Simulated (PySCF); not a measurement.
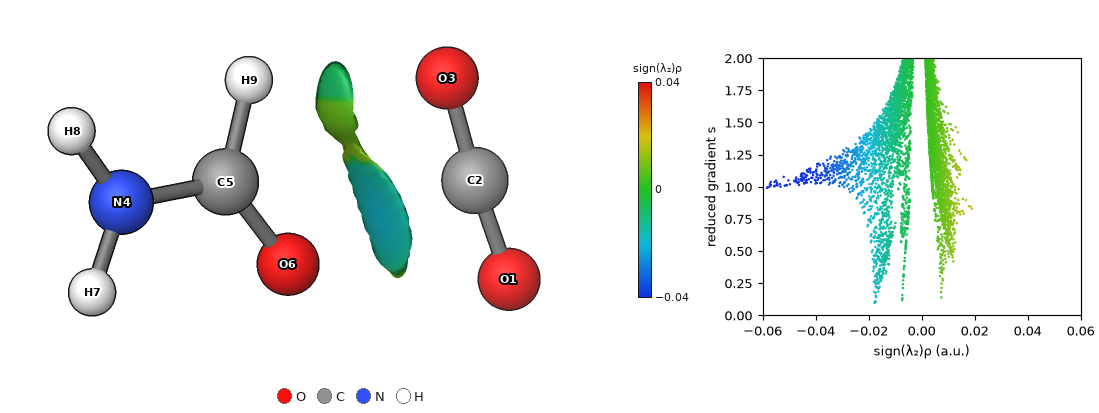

Figure 1: C2H3NO3, SMILES `O=C=O.NC=O`. Non-covalent interaction surfaces between the fragments (reduced density gradient s = 0.5, coloured by sign(λ₂)ρ in a.u.; trimmed to the region between the fragments where ρ is under 0.06 a.u.). Fragment A: CO2 (atoms 1–3); fragment B: H3CNO. The plot gives s against sign(λ₂)ρ for grid points between the fragments.

Level of theory: TPSS/def2-TZVP (PySCF), at a geometry from GFN2-xTB.

Coordinates in Å:

```
O1      -2.2682   -0.9101    0.0049
C2      -1.8173    0.1401    0.0044
O3      -1.4505    1.2269    0.0052
N4       2.7671   -0.0023    0.0150
C5       1.4387    0.1884   -0.0167
O6       0.6186   -0.6950   -0.0154
H7       3.1215   -0.9457    0.0423
H8       3.4201    0.7601    0.0135
H9       1.1609    1.2568   -0.0442
```

Interpret the surfaces between the fragments.

Answer. Bond critical points between the fragments: C2···O6, 2.58 Å, ρ = 0.018 a.u. It appears blue-green. The pose is a local one from a semi-empirical search, not shown to be the most stable.

How strongly are they bound?

Answer. The counterpoise-corrected interaction energy of the frozen fragments is −1.4 kcal/mol without dispersion correction and −2.8 kcal/mol with D3(BJ). The pair geometry is semi-empirical, not a minimum at this level.
